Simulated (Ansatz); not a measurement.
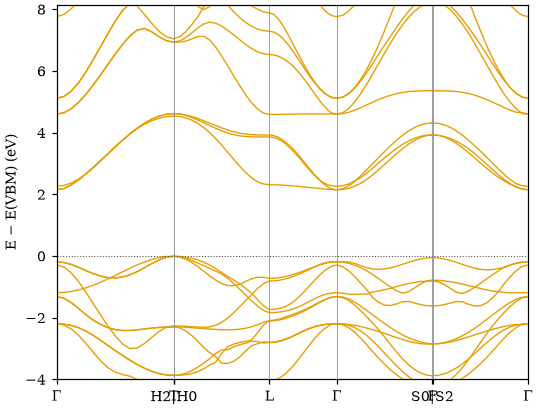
Band structure from LDA in the plane-wave PAW code Ansatz

Question: Read off the gap and where the band edges lie.

Answer: About 2.1 eV (2.15 eV by a search for the band edges); maximum at T, minimum at Γ.

Question: Pick the material that matches.
A) BaTiO3, R3m (Ba on 3a, Ti on 3a, O on 9b)
B) ZnSnN2, R-3m (Sn on 3a, Zn on 3b, N on 6c)
C) MoS2, R3m (Mo on 3a, S on 3a, S on 3a)

Answer: A, BaTiO3, R3m (Ba on 3a, Ti on 3a, O on 9b)

This is a known low-temperature phase of the composition, computed here at zero pressure and temperature. The cell was relaxed with LDA under the symmetry of its start; whether a distortion lowers the energy is not shown. The run is not spin-polarised. Spin–orbit coupling is left out wherever it is not named.

Potentials: the earlier of the program's two PAW sets. The files were generated under PBE; for other functionals the program regenerates the frozen cores, and for LDA and PBEsol the local potential too.
